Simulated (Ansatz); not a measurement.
Computed frozen-phonon scan: HfO2 (tetragonal-ZrO2 type, space group P4_2/nmc)

Relaxed HfO$_{2}$ (tetragonal-ZrO2 type, space group P4_2/nmc):

```yaml
crystal:
  lattice:
    - [7.20964, 0.00000, 0.00000]
    - [3.60482, 3.60482, 0.00000]
    - [0.00000, 0.00000, 5.26502]
  atoms:
    - { symbol: Hf, position: [0.00000, 0.00000, 0.00000] }
    - { symbol: Hf, position: [0.50000, 0.00000, 0.00000] }
    - { symbol: Hf, position: [0.00000, 0.50000, 0.50000] }
    - { symbol: Hf, position: [0.50000, 0.50000, 0.50000] }
    - { symbol: O, position: [0.75000, 0.50000, 0.19324] }
    - { symbol: O, position: [0.25000, 0.50000, 0.19324] }
    - { symbol: O, position: [0.75000, 0.50000, 0.69324] }
    - { symbol: O, position: [0.25000, 0.50000, 0.69324] }
    - { symbol: O, position: [0.25000, 0.00000, 0.30676] }
    - { symbol: O, position: [0.75000, 0.00000, 0.30676] }
    - { symbol: O, position: [0.25000, 0.00000, 0.80676] }
    - { symbol: O, position: [0.75000, 0.00000, 0.80676] }
```

A phonon eigenvector at M = (0.5, 0.5, 0.0) is frozen into this cell: atom i moves by Q times the vector below, so Q is the largest atomic displacement, in Å. The cell is held. It is one choice among 2 degenerate patterns. (q is in reciprocal vectors of the primitive cell; the cell shown is doubled to hold the pattern.)

| atom | x | y | z |
|---|---|---|---|
| O5 | 0.912 | -0.411 | 0.000 |
| O6 | -0.912 | 0.411 | 0.000 |
| O7 | -0.437 | 0.857 | 0.000 |
| O8 | 0.437 | -0.857 | 0.000 |
| O9 | 0.857 | -0.437 | 0.000 |
| O10 | -0.857 | 0.437 | 0.000 |
| O11 | -0.411 | 0.912 | 0.000 |
| O12 | 0.411 | -0.912 | 0.000 |

Atoms not listed stay in place.

Level of theory: PBE (plane waves to 420 eV, PAW, scalar-relativistic; Ansatz, a first-principles code). k mesh 9×9×6 (Γ-centred), Fermi-Dirac smearing 0.05 eV. Energies are smeared free energies. HfO2 is run without spin polarisation. HfO2 was relaxed with its symmetry unable to fall. Spin-orbit coupling is left out, though Hf is heavy. The PAW data are Ansatz's earlier set. This is a high-temperature form of HfO2. ΔE is measured from the undisplaced structure.

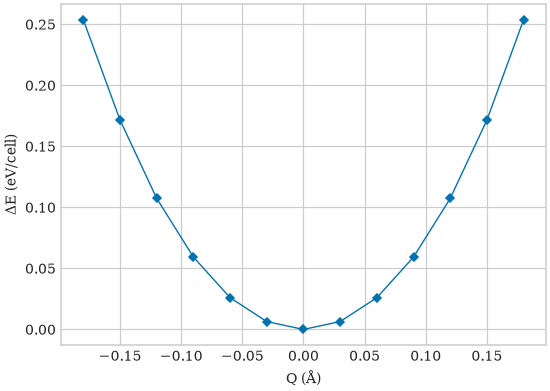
ΔE (eV/cell) against Q (Å); computed points joined by lines.

The energy at Q = 0.180 Å comes out as 253.6 meV/cell. Space group of the distorted cell: P222 (No. 16), lowered from P4_2/nmc. Shape of the curve: a single well with its minimum at or next to zero displacement. Harmonic wavenumber from the curvature (finite differences): 178 cm⁻¹. Wavenumber by perturbation theory (DFPT, on another k mesh): 178 cm⁻¹.

E″ = 14.29 eV/Å², M = Σ mᵢ|uᵢ|² = 123.2 u, ν̃ = 521.5·√(|E″|/M).

(For displaced atoms, the force is minus the slope of the energy, and its curvature is a force constant, which sets phonon frequencies.)
